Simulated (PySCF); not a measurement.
Consider C3H15NSi3.

Input file:

```
{"job": {"kind": "nmr", "xc": "PBE0", "basis": "pcSseg-1"}, "charge": 0, "multiplicity": 1}
C     -0.945296     0.336244    -1.977766
C     -1.058463    -0.171824    -0.540815
Si    -2.651154     0.487669     0.260548
N     -2.894839    -0.433817     1.695764
Si     0.512801     0.236433     0.455059
C      2.033490    -0.614463    -0.303252
Si     3.676803    -0.252277     0.567206
H     -0.854258     1.420487    -1.994563
H     -1.828238     0.067295    -2.556135
H     -0.075129    -0.082493    -2.482393
H     -1.152738    -1.261656    -0.583439
H     -3.830938     0.204375    -0.563120
H     -2.538180     1.946358     0.441988
H     -3.719563    -0.251230     2.243407
H     -2.107940    -0.581606     2.306402
H      0.719113     1.692071     0.472491
H      0.366212    -0.229414     1.844919
H      2.125717    -0.319208    -1.348656
H      1.868436    -1.692537    -0.309957
H      4.750863    -1.020870    -0.073223
H      3.991762     1.174346     0.465931
H      3.601127    -0.634497     1.978754
```

Run with:

```sh
OMP_NUM_THREADS=1 python probes_run.py task.json out
```

Geometry: GFN2-xTB.

Computed with PBE0/pcSseg-1, SCF density, gas phase, non-relativistic in PySCF 2.14.0.

Predict the electron density and electron localisation function between the atoms.

C–Si (1.89 Å): ρ is about 0.9 e/Å³ halfway; the ELF peaks at about 0.95 between the atoms, as expected for a shared electron pair.
Si–H (1.47 Å): the density is about 0.81 e/Å³ at the midpoint; the ELF climbs to about 1 towards the hydrogen, as it does in any bond to H.

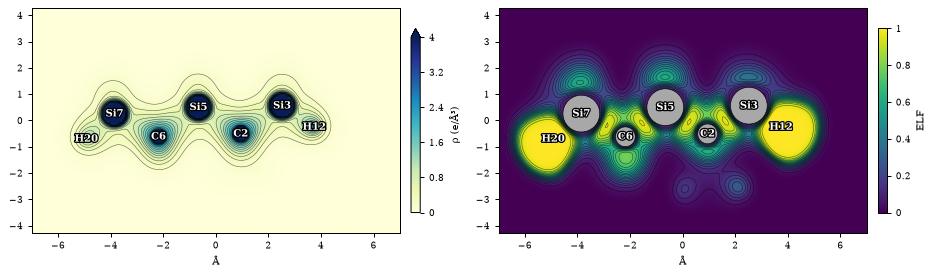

Computed electron density and electron localisation function on the plane of atoms C2, Si3 and H12, in this order. Grey discs cover the atomic cores in the ELF map. 
